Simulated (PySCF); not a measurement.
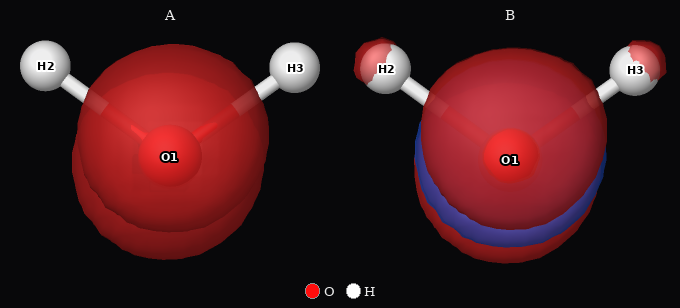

Figure. H2O, SMILES `O`. The Fukui function f⁻ from two separate SCF calculations and the density of the HOMO, at ±0.15 e/Å³ (red positive, blue negative).

Computed with PySCF, PBE0/aug-cc-pVDZ, geometry: GFN2-xTB. No frequency check shows the geometry to be a minimum.

Input script:

```python
import numpy as np
from pyscf import gto, scf, dft
from pyscf.scf import atom_ks, atom_hf
from scipy.linalg import block_diag

def solve(mol, dm0=None, hcore=None):
    mf = (dft.UKS if mol.spin else dft.RKS)(mol, xc='pbe0')
    mf.grids.level = 3
    mf = mf.density_fit(auxbasis='def2-universal-jkfit')
    mf.conv_tol, mf.max_cycle = 1e-8, 80
    if hcore is not None:
        mf.get_hcore = lambda *args: hcore
    mf.kernel(dm0)
    if not mf.converged:
        mf = mf.newton().run(mf.mo_coeff, mf.mo_occ, max_cycle=30)
    assert mf.converged, 'SCF not converged'
    return mf

mol = gto.M(atom='''
O      0.00000     0.11381     0.00000
H      0.77220    -0.45522     0.00000
H     -0.77219    -0.45522     0.00000
''', basis='aug-cc-pvdz', charge=0, spin=0, verbose=4)
mf = solve(mol)
out = dict(e0=mf.e_tot, dm0=mf.make_rdm1(), c=mf.mo_coeff, occ=mf.mo_occ, eps=mf.mo_energy)
for name, dq, spin in [('cation', 1, 1), ('anion', -1, 1)]:
    ion = mol.copy().set(charge=mol.charge + dq, spin=spin).build()
    mi = solve(ion)
    if spin and dq > 0 and mol.nao < 130:
        c, _, stable, _ = mi.stability(return_status=True)
        if not stable:
            mi = solve(ion, mi.make_rdm1(c, mi.mo_occ))
    print(name, 'vertical energy change / eV', (mi.e_tot - mf.e_tot) * 27.211386)
    out.update({'e_' + name: mi.e_tot, 'dm_' + name: mi.make_rdm1(), 's2_' + name: mi.spin_square()[0], 'eps_' + name: mi.mo_energy, 'occ_' + name: mi.mo_occ})
# spherically averaged free atoms, for the promolecule
atm = atom_ks.get_atm_nrks(mol, xc='pbe0')
pro = block_diag(*[(atm[a[0]][2] * atm[a[0]][3]) @ atm[a[0]][2].T for a in mol._atom])
np.savez('result.npz', pro=pro, **out)
```

Launched as:

```sh
OMP_NUM_THREADS=1 python input.py
```

The run took 7.8 s on 1 thread of Arm Neoverse V1, with other jobs on the host, peak memory 0.21 GiB.

Partitions, critical points and surface values were worked out afterwards from this run's density.

**Which panel is which, and how good is the frozen-orbital picture?**

B is f⁻ (it has negative regions), A the HOMO density. The HOMO lies on O1 (86 %) and H2 and H3 (7 % each); f⁻ (Hirshfeld-condensed) is largest on O1 (0.64); the vertical ionisation energy is 12.60 eV. Relaxation shifts 23 % of the electron between atoms. The orbital energy is −9.05 eV.
